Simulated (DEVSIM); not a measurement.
Structure: abrupt Si n-p junction, at 250 K.

| layer (left to right) | material | thickness (μm) | Nd (cm⁻³) | Na (cm⁻³) | τn (s) | τp (s) |
|---|---|---|---|---|---|---|
| 1 | Si | 1.00 | 3.1e18 | - | 0.00082 | 0.00082 |
| 2 | Si | 7.90 | - | 7.2e15 | 0.00082 | 0.00082 |

Left contact: ohmic. Right contact: ohmic. Voltage is applied to the left contact. Recombination: SRH at mid-gap, Auger. Mobility is μmin + (μ − μmin)/(1 + (N/Nref)^α).

The device is made up for the run: typed textbook-type constants, with dimensions and the other settings drawn at random. Values at 300 K; Nc and Nv go as T^1.5, mobilities as T to minus their exponent, the gap by Varshni's rule with the affinity fixed.

```tsv
parameter	Si
gap (eV)	1.124
affinity (eV)	4.05
permittivity	11.7
Nc (cm⁻³)	2.86e19
Nv (cm⁻³)	3.1e19
μn (cm²/Vs)	1417
μp (cm²/Vs)	470
μn,min	52
μp,min	45
Nref,n	9.7e16
Nref,p	2.2e17
αn	0.68
αp	0.72
T exponent of μn	2.3
T exponent of μp	2.2
Cn (cm⁶/s)	2.8e-31
Cp (cm⁶/s)	9.9e-32
Varshni α (eV/K)	0.000473
Varshni β (K)	636
```

Simulated with DEVSIM: 1D drift-diffusion, Boltzmann statistics, complete ionisation; no tunnelling, impact ionisation, image-force lowering or self-heating.

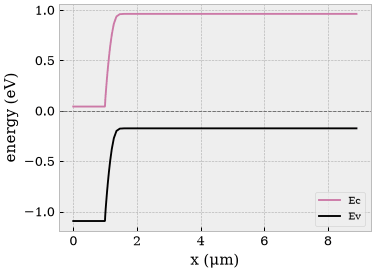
Fig. 1. Band edges at zero bias

Energies count from the Fermi level of the right contact; mesh points crowd at the junctions.

```csv
x (μm),Ec (eV),Ev (eV),n (cm⁻³),p (cm⁻³),field (V/cm)
0.000,0.042,-1.094,3.1e18,< 1e2,≈ 0
0.02555,0.042,-1.094,3.1e18,< 1e2,≈ 0
0.07693,0.042,-1.094,3.1e18,< 1e2,≈ 0
0.1724,0.042,-1.094,3.1e18,< 1e2,≈ 0
0.4767,0.042,-1.094,3.1e18,< 1e2,≈ 0
0.7430,0.042,-1.094,3.1e18,< 1e2,≈ 0
0.8849,0.042,-1.094,3.1e18,< 1e2,≈ 0
0.9700,0.042,-1.094,3.1e18,< 1e2,≈ 0
0.9967,0.048,-1.088,2.4e18,< 1e2,27000
1.018,0.164,-0.972,1.1e16,< 1e2,42000
1.064,0.343,-0.793,2.6e12,2500,36000
1.210,0.757,-0.380,12000,5.3e11,20000
1.462,0.959,-0.177,< 1e2,6.3e15,640
1.985,0.962,-0.174,< 1e2,7.2e15,≈ 0
3.541,0.962,-0.174,< 1e2,7.2e15,≈ 0
5.933,0.962,-0.174,< 1e2,7.2e15,≈ 0
7.483,0.962,-0.174,< 1e2,7.2e15,≈ 0
8.230,0.962,-0.174,< 1e2,7.2e15,≈ 0
8.662,0.962,-0.174,< 1e2,7.2e15,≈ 0
8.793,0.962,-0.174,< 1e2,7.2e15,≈ 0
8.861,0.962,-0.174,< 1e2,7.2e15,≈ 0
8.900,0.962,-0.174,< 1e2,7.2e15,≈ 0
```
